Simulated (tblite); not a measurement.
Geometry relaxation of Si$_{5}$H$_{9}$Br

The run: geometry relaxation of Si$_{5}$H$_{9}$Br. Method and program: GFN2-xTB geometry optimisation, gas phase (tblite 0.8.0).

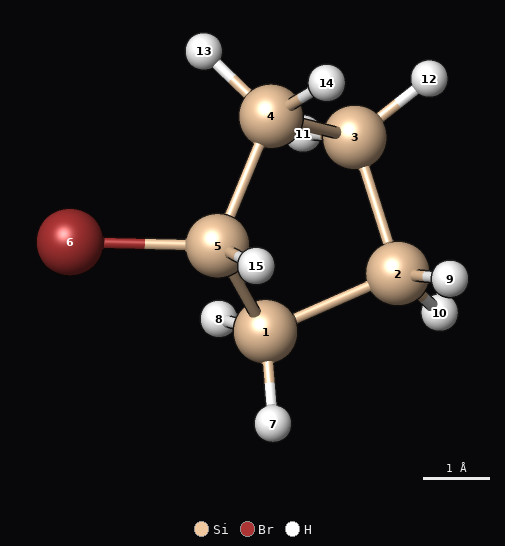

Fig. 1: The input geometry (ball-and-stick view, seen at a tilt; atoms are numbered from 1 in the order of the input). Bond lengths as drawn: Br–Si 2.27 Å, H–Si 1.45 to 1.50 Å and Si–Si 2.22 to 2.25 Å.

### Input file
```
{"job": {"kind": "relax", "xc": "GFN2-xTB", "basis": "xTB"}, "charge": 0, "multiplicity": 1}
Si    -1.768109    -0.031127    -0.449143
Si    -0.691854    -1.492408     0.878349
Si     1.321657    -1.293878    -0.041899
Si     1.547629     0.909907    -0.029378
Si    -0.500379     1.768420    -0.171154
Br    -0.657890     3.201463    -1.924780
H     -3.158066     0.150582    -0.003495
H     -1.658577    -0.621334    -1.806147
H     -0.680009    -1.010710     2.247194
H     -1.245580    -2.843142     0.736598
H      1.287444    -1.831178    -1.441049
H      2.327393    -1.993454     0.751593
H      2.438344     1.350071    -1.100241
H      2.153710     1.260299     1.238154
H     -0.735685     2.454652     1.119978
```

The first line tells a small driver script what to run in tblite; the rest is the geometry in Å.

Command:
```bash
OMP_NUM_THREADS=1 python <driver script> task.json out
```

### Output
```
step      E/eV     max force
  0    -469.82467    2.307
  1    -470.05779    0.882
  2    -470.15520    0.727
  3    -470.23051    0.666
  4    -470.33893    0.961
  5    -470.41884    0.863
  6    -470.47334    0.525
  7    -470.52166    0.466
  8    -470.56395    0.487
  9    -470.59616    0.574
 10    -470.61888    0.456
 11    -470.62703    0.231
 12    -470.62944    0.108
 13    -470.63081    0.076
 14    -470.63213    0.110
 15    -470.63367    0.123
 16    -470.63537    0.120
 17    -470.63712    0.110
 18    -470.63860    0.090
 19    -470.63967    0.078
 20    -470.64064    0.086
 21    -470.64194    0.100
 22    -470.64370    0.117
 23    -470.64601    0.147
 24    -470.64908    0.191
 25    -470.65322    0.198
 26    -470.65779    0.184
 27    -470.66159    0.143
 28    -470.66410    0.108
 29    -470.66593    0.105
 30    -470.66831    0.121
 31    -470.67217    0.178
 32    -470.67747    0.266
 33    -470.68338    0.283
 34    -470.68882    0.192
 35    -470.69253    0.114
 36    -470.69473    0.116
 37    -470.69682    0.163
 38    -470.69900    0.215
 39    -470.70237    0.245
 40    -470.70805    0.230
 41    -470.71655    0.199
 42    -470.71891    0.156
 43    -470.72115    0.124
 44    -470.72266    0.104
 45    -470.72541    0.127
 46    -470.72976    0.147
 47    -470.73427    0.189
 48    -470.73715    0.153
 49    -470.73612    0.311
 50    -470.74116    0.122
 51    -470.74220    0.095
 52    -470.74321    0.075
 53    -470.74584    0.124
 54    -470.74698    0.127
 55    -470.74855    0.110
 56    -470.75092    0.078
 57    -470.75198    0.112
 58    -470.75302    0.070
 59    -470.75385    0.061
 60    -470.75443    0.065
 61    -470.75491    0.063
 62    -470.75539    0.067
 63    -470.75592    0.062
 64    -470.75667    0.059
 65    -470.75761    0.087
 66    -470.75855    0.089
 67    -470.75921    0.059
 68    -470.75957    0.044
 69    -470.75980    0.045
 70    -470.76001    0.038
 71    -470.76042    0.044
 72    -470.76075    0.059
 73    -470.76147    0.074
 74    -470.76213    0.067
 75    -470.76267    0.046
 76    -470.76301    0.044
 77    -470.76318    0.029
 78    -470.76333    0.052
 79    -470.76353    0.046
 80    -470.76407    0.033
 81    -470.76441    0.035
 82    -470.76480    0.036
 83    -470.76502    0.043
 84    -470.76507    0.028
 85    -470.76526    0.027
 86    -470.76537    0.024
 87    -470.76554    0.023
 88    -470.76566    0.031
 89    -470.76588    0.044
 90    -470.76613    0.048
 91    -470.76640    0.033
 92    -470.76662    0.027
 93    -470.76683    0.037
 94    -470.76705    0.035
 95    -470.76719    0.025
 96    -470.76727    0.020
 97    -470.76732    0.021
 98    -470.76739    0.019
 99    -470.76748    0.021
100    -470.76759    0.021
101    -470.76768    0.022
102    -470.76778    0.021
103    -470.76787    0.017
104    -470.76794    0.018
105    -470.76799    0.018
106    -470.76803    0.014
107    -470.76806    0.010
108    -470.76808    0.009
109    -470.76810    0.011
110    -470.76811    0.012
111    -470.76813    0.012
112    -470.76816    0.013
113    -470.76819    0.013
114    -470.76824    0.021
115    -470.76833    0.030
116    -470.76846    0.033
117    -470.76861    0.028
118    -470.76874    0.024
119    -470.76884    0.023
120    -470.76895    0.033
121    -470.76910    0.037
122    -470.76930    0.037
123    -470.76953    0.028
124    -470.76973    0.034
125    -470.76993    0.034
126    -470.77017    0.045
127    -470.77046    0.046
128    -470.77076    0.045
129    -470.77105    0.040
130    -470.77134    0.051
131    -470.77157    0.058
132    -470.77192    0.059
133    -470.77224    0.056
134    -470.77269    0.069
135    -470.77302    0.055
136    -470.77347    0.039
137    -470.77378    0.042
138    -470.77401    0.033
139    -470.77416    0.036
140    -470.77424    0.026
141    -470.77430    0.017
142    -470.77435    0.014
143    -470.77446    0.020
144    -470.77451    0.020
145    -470.77459    0.022
146    -470.77464    0.018
147    -470.77468    0.012
148    -470.77471    0.013
149    -470.77473    0.011
150    -470.77476    0.014
151    -470.77480    0.012
152    -470.77483    0.014
153    -470.77485    0.014
154    -470.77488    0.016
155    -470.77490    0.011
156    -470.77491    0.008
157    -470.77492    0.006
```

### Trajectory as extended XYZ (Å, eV, eV/Å), 15 of the 28 frames kept, from step=0 to step=157
```
15
Properties=species:S:1:pos:R:3:forces:R:3 step=0 energy=-469.82467
Si   -1.7681   -0.0311   -0.4491   -1.9480  -0.8570  -0.5480
Si   -0.6919   -1.4924    0.8783   -0.9280  -1.2700   0.5880
Si    1.3217   -1.2939   -0.0419    1.2070  -1.8090  -0.7700
Si    1.5476    0.9099   -0.0294    1.9750   0.9250  -0.3640
Si   -0.5004    1.7684   -0.1712   -0.3660   1.9790   0.0290
Br   -0.6579    3.2015   -1.9248   -0.0360  -0.0150   0.3660
H    -3.1581    0.1506   -0.0035   -0.0040   0.0350  -0.3580
H    -1.6586   -0.6213   -1.8061   -0.2570   0.3240   0.1760
H    -0.6800   -1.0107    2.2472   -0.0980  -0.1170   0.3200
H    -1.2456   -2.8431    0.7366   -0.0390   0.1030   0.3210
H     1.2874   -1.8312   -1.4410    0.1530   0.0930   0.5360
H     2.3274   -1.9935    0.7516    0.1950  -0.0800  -0.1940
H     2.4383    1.3501   -1.1002    0.1220   0.1870   0.0510
H     2.1537    1.2603    1.2382    0.2280   0.2760   0.2510
H    -0.7357    2.4547    1.1200   -0.2020   0.2240  -0.4040
15
Properties=species:S:1:pos:R:3:forces:R:3 step=12 energy=-470.62944
Si   -1.9204   -0.0586   -0.3951    0.0620  -0.0100   0.0270
Si   -0.7434   -1.6268    0.8631   -0.0050   0.0140  -0.0010
Si    1.4146   -1.3816   -0.0064   -0.0610  -0.0070   0.0560
Si    1.7291    0.9328   -0.0620   -0.0770  -0.0280   0.0430
Si   -0.4664    1.7710   -0.1626   -0.0690   0.0000  -0.0830
Br   -0.6979    3.2909   -1.8246    0.0050  -0.0270  -0.0330
H    -3.3449    0.1765   -0.1573    0.0030   0.0440   0.0420
H    -1.8504   -0.4919   -1.7973   -0.0520   0.0340  -0.0600
H    -0.7428   -1.1631    2.2628    0.0020  -0.0340   0.0030
H    -1.3314   -2.9632    0.9219    0.0130  -0.0380  -0.0260
H     1.4044   -1.9125   -1.3731    0.0400  -0.0260  -0.0640
H     2.4884   -2.1118    0.6666    0.0400   0.0010   0.0360
H     2.6002    1.4862   -1.1003    0.0170   0.0010   0.0090
H     2.2862    1.3867    1.2179    0.0620   0.0520  -0.0040
H    -0.8451    2.6437    0.9507    0.0200   0.0250   0.0530
15
Properties=species:S:1:pos:R:3:forces:R:3 step=24 energy=-470.64908
Si   -1.9261   -0.0607   -0.3999   -0.0080   0.0710   0.0100
Si   -0.7482   -1.6632    0.8348   -0.0430   0.0000  -0.0200
Si    1.4258   -1.3782    0.0145   -0.0620  -0.1420   0.0340
Si    1.7121    0.9298   -0.0240    0.0370   0.1230  -0.0510
Si   -0.4688    1.7814   -0.1786   -0.1120  -0.1160   0.1020
Br   -0.7004    3.2475   -1.8778    0.0140   0.0190  -0.0380
H    -3.3269    0.2418   -0.0688    0.1030  -0.0310  -0.0030
H    -1.9521   -0.4296   -1.8300   -0.0310   0.0180   0.1240
H    -0.7615   -1.2363    2.2505   -0.0170  -0.0250  -0.0670
H    -1.3208   -3.0140    0.8700    0.0390   0.0670  -0.0550
H     1.4739   -1.9194   -1.3524    0.0200   0.0270   0.0050
H     2.4992   -2.0866    0.7127    0.0210  -0.0020   0.0500
H     2.5711    1.4476   -1.0888    0.0370   0.0090  -0.0560
H     2.3262    1.4494    1.2033   -0.0060  -0.0090   0.0350
H    -0.8234    2.6685    0.9390    0.0080  -0.0100  -0.0700
15
Properties=species:S:1:pos:R:3:forces:R:3 step=36 energy=-470.69473
Si   -1.9627   -0.0087   -0.3109   -0.0630  -0.0320  -0.0230
Si   -0.7552   -1.7464    0.6779   -0.0260   0.0830  -0.0130
Si    1.4830   -1.3739    0.1224    0.0160  -0.0020  -0.0740
Si    1.7301    0.9408   -0.0190    0.0160   0.0430   0.0020
Si   -0.4533    1.7737   -0.1802   -0.0180   0.0360   0.0010
Br   -0.6533    3.0375   -2.0384    0.0060   0.0630  -0.0600
H    -3.2377    0.3700    0.3066   -0.0100  -0.0490   0.0400
H    -2.3208   -0.2581   -1.7135    0.0340  -0.0160   0.0290
H    -0.8961   -1.4825    2.1197    0.0000  -0.0990   0.0600
H    -1.2752   -3.0983    0.4704   -0.0030   0.0240  -0.0080
H     1.7426   -1.8885   -1.2322    0.0210  -0.0780   0.0730
H     2.4816   -2.0045    0.9937   -0.0490   0.0090  -0.0410
H     2.5463    1.3680   -1.1573    0.0110   0.0280  -0.0110
H     2.3660    1.5659    1.1428    0.0350  -0.0010   0.0580
H    -0.8154    2.7832    0.8226    0.0300  -0.0090  -0.0360
15
Properties=species:S:1:pos:R:3:forces:R:3 step=48 energy=-470.73715
Si   -2.0349    0.0803   -0.1354    0.0990  -0.0660   0.0070
Si   -0.7679   -1.7910    0.4917   -0.0110  -0.0570   0.0230
Si    1.5179   -1.3316    0.2152   -0.0360   0.0420   0.0830
Si    1.7374    0.9803   -0.0415    0.0000  -0.0470   0.0050
Si   -0.4459    1.8086   -0.2671   -0.0290   0.0260   0.0240
Br   -0.5595    2.7967   -2.3044   -0.0440   0.0050  -0.0010
H    -3.0499    0.4127    0.8718    0.0030   0.0350  -0.0290
H    -2.7824   -0.0715   -1.3919    0.0590   0.0070   0.0760
H    -1.0544   -2.0529    1.9186    0.0400  -0.0010  -0.1480
H    -1.1774   -3.0189   -0.2016   -0.0120   0.0520   0.0310
H     2.1176   -1.9967   -0.9480   -0.0530  -0.0360   0.0390
H     2.2999   -1.8056    1.3666   -0.0160   0.0190  -0.0640
H     2.5209    1.3457   -1.2239    0.0360   0.0270   0.0070
H     2.4073    1.6512    1.0796   -0.0260  -0.0090  -0.0160
H    -0.7486    2.9709    0.5748   -0.0090   0.0040  -0.0370
15
Properties=species:S:1:pos:R:3:forces:R:3 step=60 energy=-470.75443
Si   -2.0066    0.0977   -0.0419    0.0090  -0.0170  -0.0220
Si   -0.7644   -1.8346    0.4066   -0.0220   0.0040   0.0250
Si    1.5102   -1.3082    0.2718    0.0080  -0.0260  -0.0580
Si    1.7272    0.9924   -0.0646    0.0220  -0.0270   0.0020
Si   -0.4469    1.8338   -0.3010    0.0040   0.0130   0.0330
Br   -0.5886    2.6962   -2.3930   -0.0430  -0.0100  -0.0100
H    -2.9139    0.4614    1.0517   -0.0080   0.0060   0.0120
H    -2.8717   -0.0149   -1.2199    0.0090   0.0050   0.0080
H    -1.0780   -2.2975    1.7655   -0.0280  -0.0010  -0.0160
H    -1.1582   -2.9533   -0.4578    0.0140   0.0430   0.0110
H     2.1634   -2.0692   -0.7996    0.0060   0.0230   0.0190
H     2.2251   -1.6963    1.4920    0.0080  -0.0110   0.0040
H     2.5341    1.3524   -1.2325    0.0280  -0.0020   0.0090
H     2.3758    1.6621    1.0676    0.0030   0.0210   0.0070
H    -0.7275    3.0560    0.4600   -0.0110  -0.0210  -0.0240
15
Properties=species:S:1:pos:R:3:forces:R:3 step=72 energy=-470.76075
Si   -1.9933    0.1182    0.0246   -0.0120   0.0040   0.0210
Si   -0.7698   -1.8442    0.3617    0.0170   0.0360   0.0440
Si    1.5096   -1.3096    0.3004    0.0050   0.0050  -0.0030
Si    1.7399    0.9856   -0.0762   -0.0220   0.0450   0.0160
Si   -0.4353    1.8372   -0.3190    0.0210  -0.0210  -0.0200
Br   -0.6592    2.5799   -2.4525   -0.0010  -0.0120   0.0010
H    -2.8165    0.4913    1.1814   -0.0020  -0.0130   0.0030
H    -2.9349    0.0324   -1.0925   -0.0260   0.0030  -0.0130
H    -1.1434   -2.4473    1.6488    0.0100   0.0120  -0.0340
H    -1.1215   -2.8565   -0.6364   -0.0040  -0.0220  -0.0160
H     2.2303   -2.0873   -0.7131   -0.0030   0.0070   0.0160
H     2.1716   -1.6404    1.5688   -0.0030  -0.0220  -0.0160
H     2.5764    1.3400   -1.2256   -0.0020  -0.0100   0.0050
H     2.3546    1.6846    1.0597    0.0070  -0.0080  -0.0010
H    -0.7285    3.0944    0.3745    0.0150  -0.0040  -0.0030
15
Properties=species:S:1:pos:R:3:forces:R:3 step=84 energy=-470.76507
Si   -2.0033    0.1425    0.1254    0.0070  -0.0140   0.0140
Si   -0.7689   -1.8416    0.2634    0.0050  -0.0050  -0.0080
Si    1.5056   -1.2877    0.3667   -0.0120  -0.0130  -0.0080
Si    1.7377    0.9942   -0.0717    0.0070   0.0030  -0.0040
Si   -0.4375    1.8212   -0.3643   -0.0080   0.0200   0.0110
Br   -0.7149    2.3660   -2.5519    0.0180  -0.0090  -0.0130
H    -2.6476    0.4967    1.3981    0.0170  -0.0040  -0.0120
H    -3.0947    0.1195   -0.8521    0.0070   0.0010   0.0110
H    -1.1979   -2.6496    1.4119    0.0000   0.0200  -0.0200
H    -1.0370   -2.6865   -0.9072   -0.0070   0.0060   0.0230
H     2.3147   -2.0831   -0.5611    0.0020  -0.0130   0.0060
H     2.0642   -1.5837    1.6929   -0.0070  -0.0050  -0.0180
H     2.5995    1.3060   -1.2149   -0.0120   0.0000   0.0060
H     2.3369    1.7184    1.0549    0.0050   0.0190   0.0100
H    -0.6768    3.1460    0.2145   -0.0220  -0.0060   0.0010
15
Properties=species:S:1:pos:R:3:forces:R:3 step=90 energy=-470.76613
Si   -2.0041    0.1399    0.1218   -0.0020   0.0170  -0.0180
Si   -0.7661   -1.8382    0.2610   -0.0220  -0.0390  -0.0170
Si    1.5065   -1.2911    0.3584    0.0210   0.0040  -0.0130
Si    1.7368    0.9959   -0.0661   -0.0140   0.0150   0.0120
Si   -0.4416    1.8261   -0.3575    0.0110   0.0070  -0.0130
Br   -0.6866    2.3726   -2.5524    0.0070  -0.0160   0.0240
H    -2.6476    0.4884    1.3964    0.0080  -0.0020  -0.0190
H    -3.0923    0.1119   -0.8606    0.0170   0.0070   0.0320
H    -1.1913   -2.6282    1.4222   -0.0030   0.0020  -0.0010
H    -1.0470   -2.7015   -0.8933    0.0000   0.0170   0.0230
H     2.3113   -2.0930   -0.5691   -0.0040   0.0100   0.0110
H     2.0630   -1.5938    1.6838   -0.0020  -0.0010  -0.0120
H     2.5897    1.3122   -1.2137   -0.0010  -0.0020  -0.0090
H     2.3429    1.7272    1.0535   -0.0030  -0.0050   0.0080
H    -0.6935    3.1496    0.2201   -0.0140  -0.0140  -0.0080
15
Properties=species:S:1:pos:R:3:forces:R:3 step=102 energy=-470.76778
Si   -1.9936    0.1509    0.1699    0.0100  -0.0130   0.0070
Si   -0.7699   -1.8421    0.2027    0.0100   0.0130  -0.0130
Si    1.4986   -1.2832    0.3778   -0.0030  -0.0070  -0.0100
Si    1.7317    1.0040   -0.0484   -0.0010   0.0020  -0.0150
Si   -0.4438    1.8232   -0.3748    0.0090   0.0100   0.0050
Br   -0.6788    2.2334   -2.5989    0.0030  -0.0010  -0.0060
H    -2.5215    0.4864    1.4986   -0.0050   0.0050   0.0160
H    -3.1622    0.1640   -0.7110   -0.0080  -0.0020  -0.0110
H    -1.2174   -2.7122    1.2951   -0.0050  -0.0050   0.0040
H    -1.0209   -2.6152   -1.0188   -0.0060  -0.0010   0.0080
H     2.3514   -2.0894   -0.5015   -0.0080   0.0110   0.0010
H     1.9990   -1.5699    1.7283    0.0040  -0.0030   0.0090
H     2.5861    1.3020   -1.2006    0.0040   0.0070   0.0010
H     2.3330    1.7510    1.0627   -0.0010  -0.0080   0.0120
H    -0.7115    3.1752    0.1237   -0.0050  -0.0080  -0.0080
15
Properties=species:S:1:pos:R:3:forces:R:3 step=114 energy=-470.76824
Si   -1.9901    0.1552    0.1867   -0.0070  -0.0120  -0.0050
Si   -0.7711   -1.8392    0.1922    0.0090   0.0030   0.0030
Si    1.4960   -1.2808    0.3767   -0.0040   0.0010  -0.0040
Si    1.7339    1.0072   -0.0474   -0.0090   0.0050   0.0110
Si   -0.4436    1.8225   -0.3802    0.0190  -0.0040  -0.0080
Br   -0.6734    2.1959   -2.6131    0.0010  -0.0050   0.0010
H    -2.4949    0.4873    1.5256   -0.0040   0.0070   0.0060
H    -3.1711    0.1697   -0.6784   -0.0040   0.0030   0.0020
H    -1.2210   -2.7284    1.2678   -0.0020  -0.0030   0.0140
H    -1.0241   -2.5947   -1.0387   -0.0020  -0.0050  -0.0130
H     2.3538   -2.0839   -0.4985    0.0040  -0.0050  -0.0080
H     1.9871   -1.5690    1.7309    0.0050   0.0000   0.0000
H     2.5969    1.3161   -1.1903    0.0020   0.0030   0.0040
H     2.3265    1.7408    1.0784   -0.0090  -0.0020  -0.0050
H    -0.7251    3.1794    0.0930    0.0030   0.0130   0.0030
15
Properties=species:S:1:pos:R:3:forces:R:3 step=126 energy=-470.77017
Si   -1.9987    0.1596    0.1781   -0.0060  -0.0130   0.0080
Si   -0.7734   -1.8328    0.2190   -0.0250   0.0210  -0.0100
Si    1.4996   -1.2834    0.3126    0.0390  -0.0210   0.0040
Si    1.7355    1.0210   -0.0083   -0.0180  -0.0030  -0.0070
Si   -0.4410    1.8176   -0.3875    0.0100   0.0010  -0.0370
Br   -0.6250    2.1263   -2.6379    0.0040  -0.0020   0.0130
H    -2.5190    0.5229    1.5037    0.0020  -0.0100   0.0020
H    -3.1755    0.1500   -0.6949    0.0240   0.0140   0.0050
H    -1.1806   -2.6629    1.3571   -0.0100  -0.0180   0.0040
H    -1.0801   -2.6393   -0.9670    0.0030  -0.0100   0.0080
H     2.3082   -2.0585   -0.6339   -0.0080   0.0160  -0.0040
H     2.0530   -1.6314    1.6282    0.0080  -0.0060   0.0020
H     2.6432    1.4123   -1.0897   -0.0010  -0.0140   0.0040
H     2.2683    1.6907    1.1848   -0.0160   0.0150   0.0020
H    -0.7343    3.1859    0.0405   -0.0050   0.0300   0.0060
15
Properties=species:S:1:pos:R:3:forces:R:3 step=138 energy=-470.77401
Si   -1.9913    0.1806    0.2089    0.0310  -0.0100  -0.0040
Si   -0.7760   -1.8219    0.2407   -0.0010   0.0240  -0.0030
Si    1.5099   -1.2898    0.2450   -0.0180   0.0060   0.0210
Si    1.7165    1.0360    0.0617    0.0250  -0.0150  -0.0090
Si   -0.4375    1.8188   -0.4240   -0.0220   0.0110  -0.0070
Br   -0.5708    1.9384   -2.6971    0.0070   0.0030   0.0000
H    -2.4786    0.5583    1.5426   -0.0030  -0.0040   0.0010
H    -3.1794    0.1853   -0.6465   -0.0100  -0.0050   0.0030
H    -1.1572   -2.6280    1.4064    0.0060  -0.0030   0.0070
H    -1.1325   -2.6550   -0.9120    0.0030  -0.0040  -0.0070
H     2.2460   -1.9807   -0.8190   -0.0120   0.0100   0.0040
H     2.1494   -1.7438    1.4879    0.0000   0.0030  -0.0160
H     2.7126    1.5031   -0.9062   -0.0080  -0.0090   0.0090
H     2.1077    1.6574    1.3342    0.0050  -0.0020   0.0030
H    -0.7387    3.2197   -0.1179   -0.0020  -0.0070  -0.0020
15
Properties=species:S:1:pos:R:3:forces:R:3 step=150 energy=-470.77476
Si   -1.9923    0.1805    0.1895    0.0040   0.0030   0.0000
Si   -0.7776   -1.8181    0.2683    0.0100   0.0020  -0.0010
Si    1.5068   -1.2898    0.2170   -0.0040   0.0040  -0.0080
Si    1.7133    1.0381    0.0873    0.0030  -0.0050   0.0060
Si   -0.4348    1.8209   -0.4290   -0.0070   0.0010  -0.0030
Br   -0.5264    1.9354   -2.7045    0.0000   0.0000  -0.0020
H    -2.5066    0.5653    1.5111   -0.0010   0.0020  -0.0010
H    -3.1669    0.1681   -0.6848   -0.0040  -0.0020   0.0010
H    -1.1219   -2.5727    1.4791   -0.0100  -0.0060   0.0080
H    -1.1593   -2.7031   -0.8369    0.0050   0.0020   0.0000
H     2.1905   -1.9422   -0.9040   -0.0010   0.0040  -0.0060
H     2.2034   -1.7893    1.4088    0.0000  -0.0010   0.0060
H     2.7248    1.5335   -0.8483    0.0080  -0.0050   0.0010
H     2.0728    1.6302    1.3834    0.0020   0.0010  -0.0030
H    -0.7458    3.2213   -0.1326   -0.0050   0.0000   0.0030
15
Properties=species:S:1:pos:R:3:forces:R:3 step=157 energy=-470.77492
Si   -1.9922    0.1799    0.1857    0.0000  -0.0030  -0.0040
Si   -0.7767   -1.8183    0.2756   -0.0010   0.0020  -0.0020
Si    1.5064   -1.2895    0.2149   -0.0010   0.0030   0.0030
Si    1.7136    1.0381    0.0893    0.0010   0.0010   0.0020
Si   -0.4349    1.8219   -0.4295    0.0010  -0.0050  -0.0030
Br   -0.5238    1.9425   -2.7048    0.0010   0.0010   0.0010
H    -2.5131    0.5674    1.5038   -0.0010   0.0030   0.0030
H    -3.1644    0.1625   -0.6921    0.0020  -0.0010   0.0020
H    -1.1247   -2.5665    1.4900   -0.0020  -0.0010   0.0000
H    -1.1555   -2.7089   -0.8261    0.0000   0.0010   0.0020
H     2.1814   -1.9339   -0.9160    0.0010  -0.0020  -0.0020
H     2.2104   -1.7948    1.4001    0.0000  -0.0010  -0.0010
H     2.7316    1.5266   -0.8434   -0.0010   0.0020   0.0010
H     2.0724    1.6308    1.3853    0.0000   0.0000  -0.0030
H    -0.7505    3.2203   -0.1283    0.0000   0.0000   0.0010
```

### Key numbers

```tsv
quantity	value
outcome	converged
total energy	−470.7749 eV
hardware	1 CPU thread, shared host
wall time	5 s
peak memory	0.17 GiB
```
